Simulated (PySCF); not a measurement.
## Electronic structure of C$_{2}$H$_{7}$FSSi (SMILES CS[SiH2]CF) in real space

```yaml
atoms:
  - { symbol: C, position_ang: [2.4110, 0.3110, 0.0674] }
  - { symbol: S, position_ang: [0.8339, 1.1202, 0.4803] }
  - { symbol: Si, position_ang: [-0.5068, -0.4824, 0.0197] }
  - { symbol: C, position_ang: [-2.2452, 0.2080, 0.3889] }
  - { symbol: F, position_ang: [-3.1892, -0.7596, 0.1166] }
  - { symbol: H, position_ang: [2.4143, 0.0327, -0.9812] }
  - { symbol: H, position_ang: [3.1953, 1.0342, 0.2621] }
  - { symbol: H, position_ang: [2.5476, -0.5643, 0.6937] }
  - { symbol: H, position_ang: [-0.3762, -0.8304, -1.3934] }
  - { symbol: H, position_ang: [-0.2085, -1.6277, 0.8768] }
  - { symbol: H, position_ang: [-2.4979, 1.0725, -0.2299] }
  - { symbol: H, position_ang: [-2.3772, 0.4850, 1.4376] }
```

Geometry: GFN2-xTB.

These are results of PBE0/pcSseg-1, SCF density, gas phase, non-relativistic (PySCF 2.14.0), not measurements.

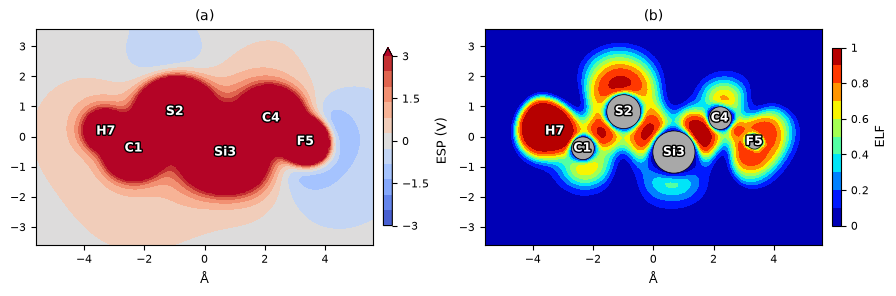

Figure 1. (a) molecular electrostatic potential; (b) electron localisation function on the plane of atoms C1, S2 and Si3. Grey discs cover the atomic cores in the ELF map.

**What do the fields say about this system?**

The section cuts through C, S, Si, F and H sites.
C–F (1.38 Å): the ELF peaks at about 0.85 between the atoms (a polar covalent bond).
C–S (1.82 Å): the ELF peaks at about 0.90 between the atoms, as expected for a shared electron pair.
C–Si (1.91 Å): the ELF peaks at about 1 between the atoms; localised, covalent bonding.
Si–S (2.14 Å): the ELF peaks at about 0.95 between the atoms, as expected for a shared electron pair.
C–H (1.08 Å): the ELF climbs to about 1 towards the hydrogen, as it does in any bond to H: an ordinary covalent bond to hydrogen.
The ELF also peaks beside F5 and S2, away from the bonds: lone-pair regions.
Outside the dense part of the molecule the potential is most negative (−1.2 V) near F5.

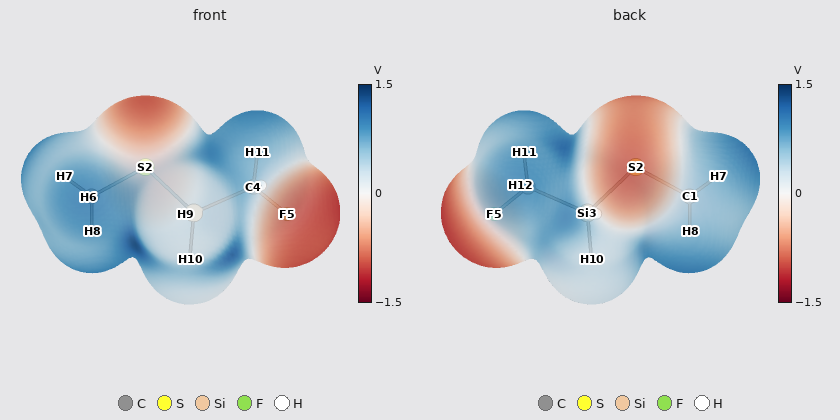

Figure 2. The molecular electrostatic potential painted on the density surface at 0.002 e/bohr³, seen from the front and from behind; the colour scale runs from red (negative) to blue (positive).

**Where is the surface potential most negative and most positive?**

The most negative region (about −1.0 V) lies over F5, the most positive (about +1.2 V) over Si3.
